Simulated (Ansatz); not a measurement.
**[AlH3]− (SMILES [AlH3-]) at 6 levels**

Wanted: a comparison of 6 runs (U-r2SCAN/3-21G, U-r2SCAN0/3-21G, UB2PLYP/3-21G, U-revPBE/6-31G*, RPA@PBE/6-31G*, UCCSDTQ/3-21G) of [AlH3]−. 

The calculation is run with Ansatz 0.2.0.

## Step 1: The system as given

[AlH3]− has 4 atoms, charge -1, and is taken as a doublet. SMILES: `[AlH3-]`. The H2–Al1 distance was set to 4.210 Å, away from the relaxed value. At this shape a bond of the SMILES string is far longer than usual.

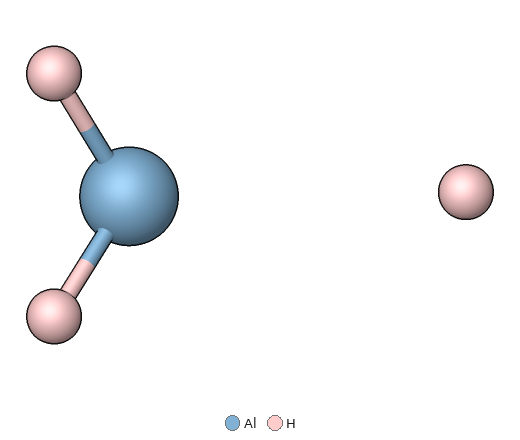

The structure, seen from a chosen angle (aluminium light blue, hydrogen pink).

## Step 2: A single-point energy at U-r2SCAN/3-21G (run 1)

job.yaml reads:

```yaml
basis:
  gaussian:
    orbitals: 3-21G.json
crystal:
  periodic: [false, false, false]
  atoms:
    - {symbol: Al, position_ang: [-1.110527, 0.007272, -2.604802]}
    - {symbol: H, position_ang: [0.471920, 0.754070, 1.224440]}
    - {symbol: H, position_ang: [-2.299577, -1.131938, -2.247042]}
    - {symbol: H, position_ang: [0.089783, -0.973638, -3.265232]}
magnetization:
  spin_polarized: true
  initial_magnetization: 1
hamiltonian:
  xc: r2scan
total_charge: -1
accuracy: high
```

The basis set 3-21G is read from a file made from the Basis Set Exchange's data (not shown).

Started as:

```
ansatz run job.yaml --threads 1 --pin off --max-ram 2610MiB --events-out events.jsonl --progress --plain --runs-dir runs
```

Standard output:

```text
Warning: RAYON_NUM_THREADS=1 ignored (pool sized by the plan → 1); use --threads N
Functional definition: r2SCAN
  name "r2SCAN"
  parameter k0 = 0.174
  parameter k1 = 0.065
  parameter a1 = 4.9479
  exchange = r2scan_x(k0 = k0, k1 = k1, a1 = a1)
  correlation = r2scan_c
358 factors; integrals over basis functions are off by at most 3.8e-9 eV
mean field evaluation 1: about -6600.7399 eV, gradient 1.1e1 eV
mean field evaluation 2: about -6587.2659 eV, gradient 1.7e1 eV
mean field evaluation 4: about -6602.7814 eV, gradient 5.8e0 eV
mean field evaluation 8: about -6603.8432 eV, gradient 8.5e-1 eV
mean field evaluation 16: about -6603.8582 eV, gradient 2.6e-3 eV
mean field evaluation 32: about -6603.5056 eV, gradient 3.6e0 eV
mean field evaluation 64: about -6604.0560 eV, gradient 9.3e-2 eV
mean field evaluation 96: about -6603.7333 eV, gradient 1.2e-1 eV
mean field -6604.05610919 eV, -242.6945856226 hartree, gradient 1.5e-8 eV, S^2 1.004793; 7 other end points of the search recorded, 0 dependent functions left out
reference -6604.05611262 eV, -242.6945857487 hartree; 9, 8 occupied and 10, 11 virtual orbitals, 358 factors
Total energy: -6604.05611262 eV, -242.6945857487 hartree
```

Run time: 9 s. Hardware: 1 thread of Arm Neoverse V2, shared host; peak memory 0.17 GiB.

## Step 3: The energy at U-r2SCAN0/3-21G (run 2)

run.yaml reads:

```yaml
crystal:
  periodic: [false, false, false]
  atoms:
    - {symbol: Al, position_ang: [-1.110527, 0.007272, -2.604802]}
    - {symbol: H, position_ang: [0.471920, 0.754070, 1.224440]}
    - {symbol: H, position_ang: [-2.299577, -1.131938, -2.247042]}
    - {symbol: H, position_ang: [0.089783, -0.973638, -3.265232]}
basis:
  gaussian:
    orbitals: 3-21G.json
total_charge: -1
magnetization:
  spin_polarized: true
  initial_magnetization: 1
hamiltonian:
  xc: {name: r2SCAN0}
accuracy: high
```

The basis set 3-21G is read from a file made from the Basis Set Exchange's data (not shown).

Started as:

```
ansatz run run.yaml --threads 1 --pin off --max-ram 2610MiB --events-out events.jsonl --progress --plain --runs-dir runs
```

Standard output:

```text
Warning: RAYON_NUM_THREADS=1 ignored (pool sized by the plan → 1); use --threads N
Functional definition: r2SCAN0
  name "r2SCAN0"
  parameter a = 0.25
[... 3 set-up lines as earlier in the session ...]
  exchange = (1 - a)*r2scan_x(k0 = k0, k1 = k1, a1 = a1) + a*exact_x
[... 1 set-up line as earlier in the session ...]
358 factors; integrals over basis functions are off by at most 3.8e-9 eV
mean field evaluation 1: about -6601.0008 eV, gradient 1.0e1 eV
mean field evaluation 2: about -6588.3919 eV, gradient 1.5e1 eV
mean field evaluation 4: about -6603.3625 eV, gradient 1.5e0 eV
mean field evaluation 8: about -6603.3989 eV, gradient 1.9e0 eV
mean field evaluation 16: about -6603.8215 eV, gradient 1.7e-2 eV
mean field evaluation 32: about -6603.8215 eV, gradient 5.6e-3 eV
mean field evaluation 64: about -6604.0513 eV, gradient 6.8e-4 eV
mean field -6604.05128888 eV, -242.6944084794 hartree, gradient 5.7e-8 eV, S^2 1.073414; 5 other end points of the search recorded, 0 dependent functions left out
reference -6604.05129148 eV, -242.6944085750 hartree; 9, 8 occupied and 10, 11 virtual orbitals, 358 factors
Total energy: -6604.05129148 eV, -242.6944085750 hartree
```

It took 8.1 s on 1 thread of Arm Neoverse V2, shared host; peak memory 0.18 GiB.

Run 3 isn't shown in full; the table further down has it.

## Step 4: The energy at U-revPBE/6-31G(d) (spherical functions) (run 4)

molecule.yaml reads:

```yaml
crystal:
  periodic: [false, false, false]
  atoms:
    - {symbol: Al, position_ang: [-1.110527, 0.007272, -2.604802]}
    - {symbol: H, position_ang: [0.471920, 0.754070, 1.224440]}
    - {symbol: H, position_ang: [-2.299577, -1.131938, -2.247042]}
    - {symbol: H, position_ang: [0.089783, -0.973638, -3.265232]}
basis:
  gaussian:
    orbitals: 6-31G_st_-spherical.json
total_charge: -1
magnetization:
  spin_polarized: true
  initial_magnetization: 1
hamiltonian:
  xc: {name: revPBE}
accuracy: high
```

The basis set 6-31G* is read from a file made from the Basis Set Exchange's data (not shown).

Started as:

```
ansatz run molecule.yaml --threads 1 --pin off --max-ram 2610MiB --events-out events.jsonl --progress --plain --runs-dir runs
```

Standard output:

```text
Warning: RAYON_NUM_THREADS=1 ignored (pool sized by the plan → 1); use --threads N
Functional definition: revPBE
  name "revPBE"
  parameter kappa = 1.245
  parameter beta = 0.06672455060314922
  exchange = pbe_x(kappa = kappa, mu = beta*pi^2/3)
  correlation = pbe_c(beta = beta)
436 factors; integrals over basis functions are off by at most 5.9e-9 eV
mean field evaluation 1: about -6637.2073 eV, gradient 1.2e1 eV
mean field evaluation 2: about -6622.5120 eV, gradient 1.9e1 eV
mean field evaluation 4: about -6638.9999 eV, gradient 8.6e0 eV
mean field evaluation 8: about -6640.0679 eV, gradient 3.8e0 eV
mean field evaluation 16: about -6640.5039 eV, gradient 1.7e-3 eV
mean field evaluation 32: about -6640.2068 eV, gradient 1.8e-1 eV
mean field -6640.50385206 eV, -244.0340154681 hartree, gradient 8.9e-8 eV, S^2 0.844505; 3 other end points of the search recorded, 0 dependent functions left out
reference -6640.50385635 eV, -244.0340156256 hartree; 9, 8 occupied and 15, 16 virtual orbitals, 436 factors
Total energy: -6640.50385635 eV, -244.0340156256 hartree
```

It took 2.6 s on 1 thread of Arm Neoverse V2, shared host; peak memory 0.11 GiB.

Run 5 isn't shown in full; the table further down has it.

## Step 5: A single-point energy at UCCSDTQ/3-21G (run 6)

in.yaml reads:

```yaml
crystal:
  periodic: [false, false, false]
  atoms:
    - symbol: Al
      position_ang: [-1.110527, 0.007272, -2.604802]
    - symbol: H
      position_ang: [0.471920, 0.754070, 1.224440]
    - symbol: H
      position_ang: [-2.299577, -1.131938, -2.247042]
    - symbol: H
      position_ang: [0.089783, -0.973638, -3.265232]
basis:
  gaussian:
    orbitals: 3-21G.json
total_charge: -1
magnetization:
  spin_polarized: true
  initial_magnetization: 1
correlation:
  method: ccsdtq
  frozen_orbitals: {Al: 5, H: 0}
accuracy: high
scf:
  omitted_lower_state_checks: [cluster_reference, increment]
```

The basis set 3-21G is read from a file made from the Basis Set Exchange's data (not shown).

Started as:

```
ansatz run in.yaml --threads 1 --pin off --max-ram 2610MiB --events-out events.jsonl --progress --plain --runs-dir runs
```

Standard output:

```text
Warning: RAYON_NUM_THREADS=1 ignored (pool sized by the plan → 1); use --threads N
[... 14 lines left out ...]
5 core orbitals not correlated: weight in the atoms' cores, before any rotation towards them, 1.000 or more for the frozen orbitals, at most 0.000 for the correlated occupied ones
[... 58 lines left out ...]
Total energy: -6591.55810718 eV, -242.2352925205 hartree
Checks for a lower state left out: cluster_reference, increment
```

Run time: 13 s. Hardware: 1 thread of Arm Neoverse V2, shared host; peak memory 0.1 GiB.

## Step 6: All runs side by side

| run | level | frozen core orbitals | energy (Eh) | ⟨S²⟩ | wall time |
| --- | --- | --- | --- | --- | --- |
| 1 | U-r2SCAN/3-21G | – | -242.694586 | 1.005 | 9 s |
| 2 | U-r2SCAN0/3-21G | – | -242.694409 | 1.073 | 8.1 s |
| 3 | UB2PLYP/3-21G | 5 | -242.592275 | 0.977 | 2.2 s |
| 4 | U-revPBE/6-31G* (spherical functions) | – | -244.034016 | 0.845 | 2.6 s |
| 5 | RPA@PBE/6-31G* (spherical functions) | 5 | -243.649412 | 0.841 | 2.9 s |
| 6 | UCCSDTQ/3-21G | 5 | -242.235293 | 1.188 | 13 s |

## Step 7: What came out

| quantity | value |
| --- | --- |
| run 6: total energy | -242.23529 Eh |
| run 6: correlation energy (5 core orbitals frozen) | -55.1 mEh |
| run 6: ⟨S²⟩ of the reference determinant | 1.188 |
| run 6: T1 diagnostic | 0.083 |

What this shows: Totals of different functionals can't be ranked against each other. Spin contamination of the reference: run 6 ⟨S²⟩ = 1.19, run 2 ⟨S²⟩ = 1.07, run 1 ⟨S²⟩ = 1.00, run 3 ⟨S²⟩ = 0.98. All runs together took 38 s, the longest 13 s.
